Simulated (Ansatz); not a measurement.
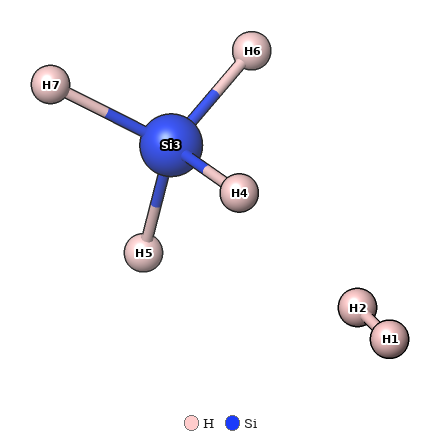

The system is the pair H₂···H₄Si; the picture shows the reference structure. 
- The turn is about an axis along (−0.32, −0.95, 0.01) in the frame of the relaxed pair, normal to the line between the partners.
- The first coordinate is: distance Si3···H2; the second: turn of H1, H2 about Si3.
- The scan uses a 9 × 9 grid.
- Points are written as (first, second).
- All energies are given in cm⁻¹ relative to the two partners far apart, frozen as in the relaxed pair, each in its own basis (no counterpoise correction).
- Theory: Ansatz, RKS wB97X-V/def2-TZVPD.

Its coordinates:

```xyz
7

H    -0.0820   -0.0414   -3.6530
H    -0.0635   -0.0033   -2.9094
Si    0.0291    0.0089    1.3134
H    -0.0046    0.1097   -0.1657
H    -0.2893   -1.3808    1.7200
H    -0.9713    0.9366    1.8934
H     1.3816    0.3704    1.8012
```

Range: distance Si3···H2 from 3.548 to 5.548 Å; turn of H1, H2 about Si3 from −120 to 120°.

Q: Predict the map.

A: The lowest grid point is at (3.548 Å, −60°), −74 cm⁻¹ from the two partners far apart, frozen as in the relaxed pair, each in its own basis (no counterpoise correction). It lies on the edge of the grid, but the force there points inwards, so the minimum lies inside the range. The energy also falls towards the edge at (3.548 Å, 60°) (2.6 cm⁻¹ above the lowest) and (3.835 Å, 120°) (12 cm⁻¹ above the lowest), where a further well may lie outside the range. The highest grid point, (3.548 Å, 0°), lies 206 cm⁻¹ above the lowest.

| turn of H1, H2 about Si3 ↓, distance Si3···H2 → | 3.548 | 3.657 | 3.835 | 4.055 | 4.306 | 4.584 | 4.885 | 5.207 | 5.548 |
| --- | --- | --- | --- | --- | --- | --- | --- | --- | --- |
| 120 | −26 | −48 | −62 | −62 | −52 | −38 | −26 | −18 | −12 |
| 90 | −45 | −55 | −60 | −55 | −43 | −31 | −22 | −15 | −10 |
| 60 | −71 | −69 | −60 | −48 | −35 | −25 | −17 | −12 | −8 |
| 30 | −20 | −42 | −58 | −58 | −49 | −36 | −25 | −17 | −12 |
| 0 | 133 | 52 | −20 | −52 | −56 | −47 | −34 | −23 | −16 |
| −30 | −6 | −35 | −56 | −59 | −51 | −38 | −26 | −18 | −12 |
| −60 | −74 | −73 | −66 | −53 | −39 | −28 | −19 | −13 | −9 |
| −90 | −22 | −43 | −57 | −57 | −48 | −35 | −24 | −17 | −12 |
| −120 | 27 | −15 | −49 | −59 | −54 | −42 | −29 | −20 | −14 |

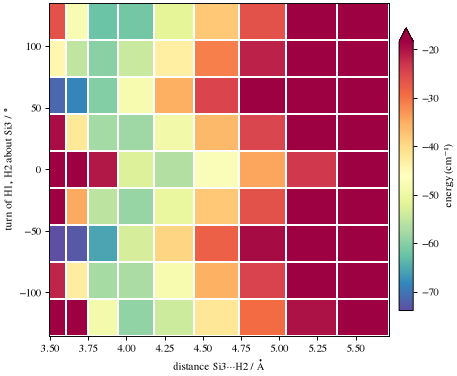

The picture shows one coloured cell a grid point, one colour for all values above the top of the scale.

Each point was launched as `ansatz run input.yaml --threads 1 --pin off --max-ram 2560MiB --backend cpu --events-out ev --progress --plain --runs-dir out`. The whole map (81 points run) took 8.5 min on 1 thread of Arm Neoverse V2, with other jobs on the host.
